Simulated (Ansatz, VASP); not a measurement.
# Cs2LiYCl6 in two plane-wave programs

One calculation is typed for both programs; each brings its own data sets and cutoff. How far apart do they land?

Method: plane waves, with VASP 6.6.1 beside it; single point at LDA, in Ansatz 0.2.0.

## 1. Starting point

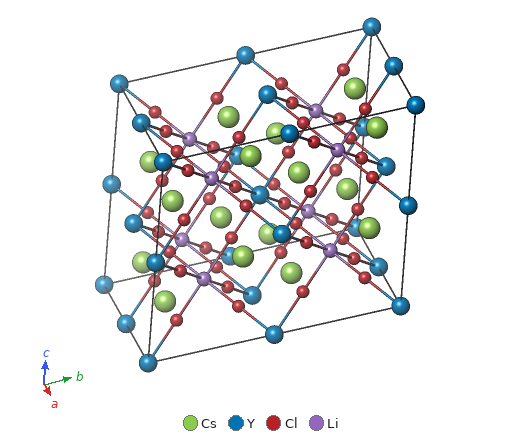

The cell as given, slightly off an axis (caesium green, yttrium blue, chlorine red, lithium purple). Bonds to atoms that aren't drawn are left out. Some periodic images of atoms are drawn too.

The cell holds 80 atoms: 16 Cs, 8 Y, 48 Cl and 8 Li. Its edges and angles: a = 14.329 Å, b = 14.329 Å, c = 14.329 Å, α = 60.0°, β = 60.0°, γ = 60.0°. It derives from Cs2LiYCl6.

Coordinates:

```xyz
80
Lattice="0.0000 10.1318 10.1318 10.1318 0.0000 10.1318 10.1318 10.1318 0.0000" Properties=species:S:1:pos:R:3 pbc="T T T"
Cs    7.5988    7.5988    7.5988
Cs   12.6647   12.6647    7.5988
Cs   12.6647    7.5988   12.6647
Cs   17.7306   12.6647   12.6647
Cs    7.5988   12.6647   12.6647
Cs   12.6647   17.7306   12.6647
Cs   12.6647   12.6647   17.7306
Cs   17.7306   17.7306   17.7306
Cs    2.5329    2.5329    2.5329
Cs    7.5988    7.5988    2.5329
Cs    7.5988    2.5329    7.5988
Cs   12.6647    7.5988    7.5988
Cs    2.5329    7.5988    7.5988
Cs    7.5988   12.6647    7.5988
Cs    7.5988    7.5988   12.6647
Cs   12.6647   12.6647   12.6647
Y     0.0000    0.0000    0.0000
Y     5.0659    5.0659    0.0000
Y     5.0659    0.0000    5.0659
Y    10.1318    5.0659    5.0659
Y     0.0000    5.0659    5.0659
Y     5.0659   10.1318    5.0659
Y     5.0659    5.0659   10.1318
Y    10.1318   10.1318   10.1318
Cl    5.0659    5.0659    7.5492
Cl   10.1318   10.1318    7.5492
Cl   10.1318    5.0659   12.6151
Cl   15.1977   10.1318   12.6151
Cl    5.0659   10.1318   12.6151
Cl   10.1318   15.1977   12.6151
Cl   10.1318   10.1318   17.6810
Cl   15.1977   15.1977   17.6810
Cl    5.0659    5.0659    2.5826
Cl   10.1318   10.1318    2.5826
Cl   10.1318    5.0659    7.6485
Cl   15.1977   10.1318    7.6485
Cl    5.0659   10.1318    7.6485
Cl   10.1318   15.1977    7.6485
Cl   10.1318   10.1318   12.7144
Cl   15.1977   15.1977   12.7144
Cl    5.0659    7.5492    5.0659
Cl   10.1318   12.6151    5.0659
Cl   10.1318    7.5492   10.1318
Cl   15.1977   12.6151   10.1318
Cl    5.0659   12.6151   10.1318
Cl   10.1318   17.6810   10.1318
Cl   10.1318   12.6151   15.1977
Cl   15.1977   17.6810   15.1977
Cl    7.5492    5.0659    5.0659
Cl   12.6151   10.1318    5.0659
Cl   12.6151    5.0659   10.1318
Cl   17.6810   10.1318   10.1318
Cl    7.5492   10.1318   10.1318
Cl   12.6151   15.1977   10.1318
Cl   12.6151   10.1318   15.1977
Cl   17.6810   15.1977   15.1977
Cl    5.0659    2.5826    5.0659
Cl   10.1318    7.6485    5.0659
Cl   10.1318    2.5826   10.1318
Cl   15.1977    7.6485   10.1318
Cl    5.0659    7.6485   10.1318
Cl   10.1318   12.7144   10.1318
Cl   10.1318    7.6485   15.1977
Cl   15.1977   12.7144   15.1977
Cl    2.5826    5.0659    5.0659
Cl    7.6485   10.1318    5.0659
Cl    7.6485    5.0659   10.1318
Cl   12.7144   10.1318   10.1318
Cl    2.5826   10.1318   10.1318
Cl    7.6485   15.1977   10.1318
Cl    7.6485   10.1318   15.1977
Cl   12.7144   15.1977   15.1977
Li    5.0659    5.0659    5.0659
Li   10.1318   10.1318    5.0659
Li   10.1318    5.0659   10.1318
Li   15.1977   10.1318   10.1318
Li    5.0659   10.1318   10.1318
Li   10.1318   15.1977   10.1318
Li   10.1318   10.1318   15.1977
Li   15.1977   15.1977   15.1977
```

## 2. VASP: single point, LDA

A single point gives forces, pressure and levels at one fixed geometry, so differences don't come from the geometry; what else differs is listed under the comparison.

Lines of VASP's logs that name or quote its potential files are left out, and so is its time.

INCAR

```
SYSTEM = Cs2LiYCl6
PREC = Normal
ENCUT = 300
EDIFF = 1E-05
NELM = 120
ISMEAR = 0
SIGMA = 0.05
LREAL = Auto
ALGO = Fast
GGA = CA
LORBIT = 11
LWAVE = .FALSE.
LCHARG = .FALSE.
```

POSCAR

```
Cs2LiYCl6
1.0
    0.0000000000     10.1317993904     10.1317993904
   10.1317993904      0.0000000000     10.1317993904
   10.1317993904     10.1317993904      0.0000000000
Cs Y Cl Li
16 8 48 8
Direct
    0.3750000000      0.3750000000      0.3750000000
    0.3750000000      0.3750000000      0.8750000000
    0.3750000000      0.8750000000      0.3750000000
    0.3750000000      0.8750000000      0.8750000000
    0.8750000000      0.3750000000      0.3750000000
    0.8750000000      0.3750000000      0.8750000000
    0.8750000000      0.8750000000      0.3750000000
    0.8750000000      0.8750000000      0.8750000000
    0.1250000000      0.1250000000      0.1250000000
    0.1250000000      0.1250000000      0.6250000000
    0.1250000000      0.6250000000      0.1250000000
    0.1250000000      0.6250000000      0.6250000000
    0.6250000000      0.1250000000      0.1250000000
    0.6250000000      0.1250000000      0.6250000000
    0.6250000000      0.6250000000      0.1250000000
    0.6250000000      0.6250000000      0.6250000000
    0.0000000000      0.0000000000      0.0000000000
    0.0000000000      0.0000000000      0.5000000000
    0.0000000000      0.5000000000      0.0000000000
    0.0000000000      0.5000000000      0.5000000000
    0.5000000000      0.0000000000      0.0000000000
    0.5000000000      0.0000000000      0.5000000000
    0.5000000000      0.5000000000      0.0000000000
    0.5000000000      0.5000000000      0.5000000000
    0.3725490508      0.3725490508      0.1274509492
    0.3725490508      0.3725490508      0.6274509492
    0.3725490508      0.8725490508      0.1274509492
    0.3725490508      0.8725490508      0.6274509492
    0.8725490508      0.3725490508      0.1274509492
    0.8725490508      0.3725490508      0.6274509492
    0.8725490508      0.8725490508      0.1274509492
    0.8725490508      0.8725490508      0.6274509492
    0.1274509492      0.1274509492      0.3725490508
    0.1274509492      0.1274509492      0.8725490508
    0.1274509492      0.6274509492      0.3725490508
    0.1274509492      0.6274509492      0.8725490508
    0.6274509492      0.1274509492      0.3725490508
    0.6274509492      0.1274509492      0.8725490508
    0.6274509492      0.6274509492      0.3725490508
    0.6274509492      0.6274509492      0.8725490508
    0.3725490508      0.1274509492      0.3725490508
    0.3725490508      0.1274509492      0.8725490508
    0.3725490508      0.6274509492      0.3725490508
    0.3725490508      0.6274509492      0.8725490508
    0.8725490508      0.1274509492      0.3725490508
    0.8725490508      0.1274509492      0.8725490508
    0.8725490508      0.6274509492      0.3725490508
    0.8725490508      0.6274509492      0.8725490508
    0.1274509492      0.3725490508      0.3725490508
    0.1274509492      0.3725490508      0.8725490508
    0.1274509492      0.8725490508      0.3725490508
    0.1274509492      0.8725490508      0.8725490508
    0.6274509492      0.3725490508      0.3725490508
    0.6274509492      0.3725490508      0.8725490508
    0.6274509492      0.8725490508      0.3725490508
    0.6274509492      0.8725490508      0.8725490508
    0.1274509492      0.3725490508      0.1274509492
    0.1274509492      0.3725490508      0.6274509492
    0.1274509492      0.8725490508      0.1274509492
    0.1274509492      0.8725490508      0.6274509492
    0.6274509492      0.3725490508      0.1274509492
    0.6274509492      0.3725490508      0.6274509492
    0.6274509492      0.8725490508      0.1274509492
    0.6274509492      0.8725490508      0.6274509492
    0.3725490508      0.1274509492      0.1274509492
    0.3725490508      0.1274509492      0.6274509492
    0.3725490508      0.6274509492      0.1274509492
    0.3725490508      0.6274509492      0.6274509492
    0.8725490508      0.1274509492      0.1274509492
    0.8725490508      0.1274509492      0.6274509492
    0.8725490508      0.6274509492      0.1274509492
    0.8725490508      0.6274509492      0.6274509492
    0.2500000000      0.2500000000      0.2500000000
    0.2500000000      0.2500000000      0.7500000000
    0.2500000000      0.7500000000      0.2500000000
    0.2500000000      0.7500000000      0.7500000000
    0.7500000000      0.2500000000      0.2500000000
    0.7500000000      0.2500000000      0.7500000000
    0.7500000000      0.7500000000      0.2500000000
    0.7500000000      0.7500000000      0.7500000000
```

KPOINTS

```
Automatic mesh
0
Gamma
1 1 1
0 0 0
```

Potentials, in the order of the species: Cs_sv, Y_sv, Cl and Li (LDA family, release 64).

Started as:

```bash
$ export OMP_NUM_THREADS=5
$ mpirun -np 1 vasp_gam
```

Numbers of over 12 decimals in the logs are rounded to 6 here.

The log of the run:

```text
[banner, memory and clock lines left out]
running    1 mpi-ranks, on    1 nodes
[...]
Offloading initialized ...    1 GPUs detected
[...]
LDA part: xc-table for (Slater(with rela. corr.)+CA(PZ))
 , standard interpolation
 POSCAR, INCAR and KPOINTS ok, starting setup
[...]
entering main loop
       N       E                     dE             d eps       ncg     rms          rms(c)
DAV:   1     0.531544080653E+04    0.53154E+04   -0.20882E+05   690   0.102E+03
DAV:   2     0.333378866006E+03   -0.49821E+04   -0.47670E+04  1035   0.287E+02
DAV:   3    -0.357969268679E+03   -0.69135E+03   -0.68744E+03   804   0.111E+02
DAV:   4    -0.385489571692E+03   -0.27520E+02   -0.27474E+02   884   0.227E+01
[...]
RMM:  22    -0.371284715294E+03    0.36700E-04   -0.51598E-05   820   0.838E-03    0.409E-01
RMM:  23    -0.371284678221E+03    0.37072E-04   -0.88224E-05   960   0.102E-02    0.175E-01
RMM:  24    -0.371284671558E+03    0.66636E-05   -0.35959E-05   649   0.670E-03
   1 F= -.37128467E+03 E0= -.37128467E+03  d E =-.578674E-19
```

OUTCAR, selected parts (step 2):

```text
  FREE ENERGIE OF THE ION-ELECTRON SYSTEM (eV)
  ---------------------------------------------------
  free  energy   TOTEN  =      -371.2846715579 eV

  energy  without entropy=     -371.2846715579  energy(sigma->0) =     -371.28467156

[... 1 further part left out ...]
```

The run ends at a pressure of -0.05 GPa, with forces up to 0.034 eV/Å.

[end of part 1 of 2]

[Lines on the potential files, build, host, timing and source positions are cut from VASP's logs without a mark.]

[Logs are printed without paths, hosts, clocks, repeated set-up lines and the standing remarks that a program may print on its own settings, such as how far it seeks lower states.]

[Hosts, paths, dates, database ids (printed as entryN), source tags and the programs' standing remarks are cut or masked in the printed files.]
